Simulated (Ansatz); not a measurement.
The starting structures come from a database of crystals and need not be the phases stable at ambient conditions.

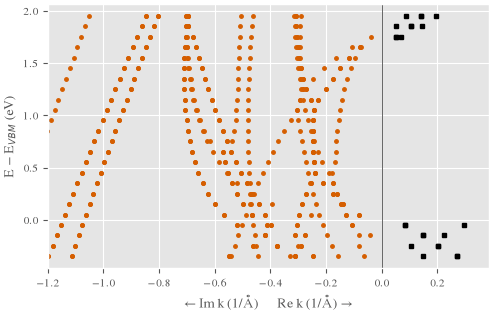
*Complex bands at the centre of the two-dimensional zone; Ansatz (a first-principles code) with PBEsol*

The gap is the functional's own. No spin-orbit coupling. Mid-gap values are interpolated on the energy grid.

Question: This is Mg(InS$_{2}$)$_{2}$ (Fd-3m, spinel, not sure to be the ambient phase, 14 atoms a cell, 22.5 Å³ an atom) along the normal of (001). Read off the slowest decay at the centre of the two-dimensional zone at 0.85 eV, the computed energy nearest the middle of the gap.

Answer: κ ≈ 0.16 1/Å, a decay length 1/(2κ) of the density of 3.2 Å.
